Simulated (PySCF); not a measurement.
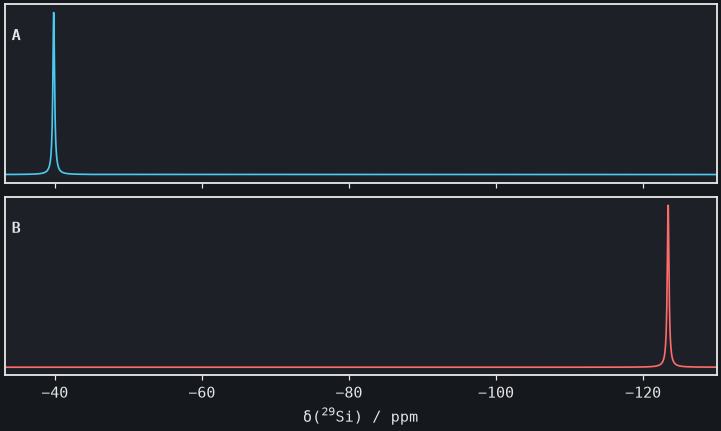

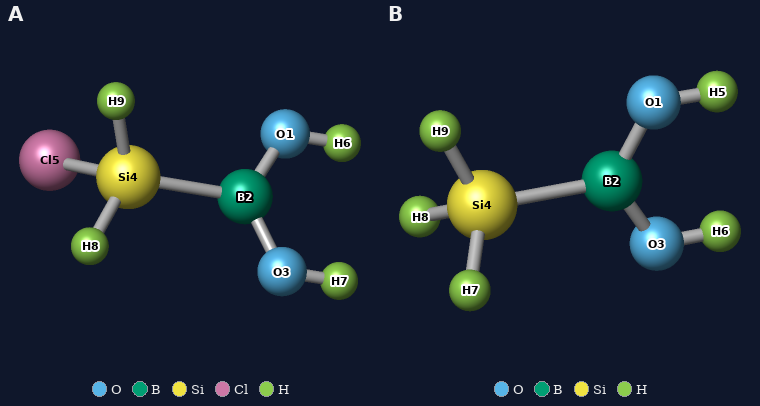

Related molecules: A is BSiH₄O₂Cl, SMILES OB(O)[SiH2]Cl; B is BSiH₅O₂, SMILES OB(O)[SiH3]. GIAO ²⁹Si shifts against TMS, PBE0/pcSseg-1 in PySCF, at a GFN2-xTB geometry (no frequency check); fully decoupled, line heights follow the number of nuclei within a panel, widths are arbitrary (no quadrupolar broadening); values of one conformer, averaged over methyl-type rotors and exact or near symmetry; other conformers aren't averaged in.

Q: How does the ²⁹Si shift respond?

A: From A (−39.9 ppm) to B (−123.4 ppm) the nucleus is shielded by 83.5 ppm.

Caveats, for all or some of the runs: the tight-binding geometry is rougher than a DFT one and adds to the error.
